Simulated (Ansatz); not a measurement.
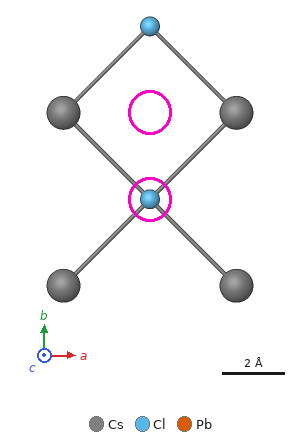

Perfect CsPbCl3. The picture is a ball-and-stick view of the atoms within 5.4 Å of one point, in a slice 3.4 Å thick across the line of sight, seen along the c axis.

These are results of DFT, PBEsol, PAW, plane waves in Ansatz 0.2.0, not measurements. Settings: plane-wave cutoff 420 eV; k-point mesh 1 × 1 × 1; mesh shifted by (0.25, 0.25, 0.25); no spin polarisation. Fermi-Dirac smearing of 0.01 eV. A uniform background neutralises the charged cell. The axes drawn are those of the host's conventional cell.

A chlorine atom is replaced by caesium and an extra chlorine atom is put between the host's atoms (an interstitial), the two sites 2.8 Å apart at the ringed places, in charge state +1. The supercell has 40 sites, and the atoms are relaxed at the host's cell.

### How do the neighbours respond?

In the host the Cl atom has 2 Pb at 2.81 Å; the Cs atom ends with 8 Cl at 3.32 to 3.61 Å, 2 Cs at 3.42 to 3.92 Å. The Cl atom starts with 4 Cl at 2.81 Å, 2 Cs at 2.81 Å around its place and ends with 2 Pb at 2.88 Å, 1 Cs at 3.36 Å. Of the host's atoms, a caesium atom moves furthest from its site, by 1.70 Å. The Cs atom itself moves 2.98 Å from where it was put. The Cl atom itself moves 2.73 Å from where it was put.

The relaxed defect, seen from the same direction:

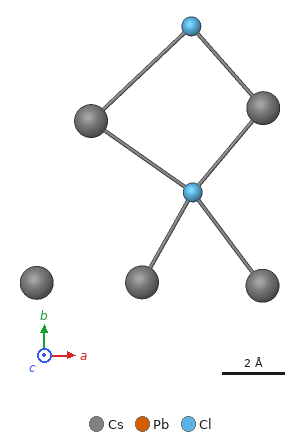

Limits of the set-up: the cell is charged, on a uniform background, and energies carry no finite-size correction.
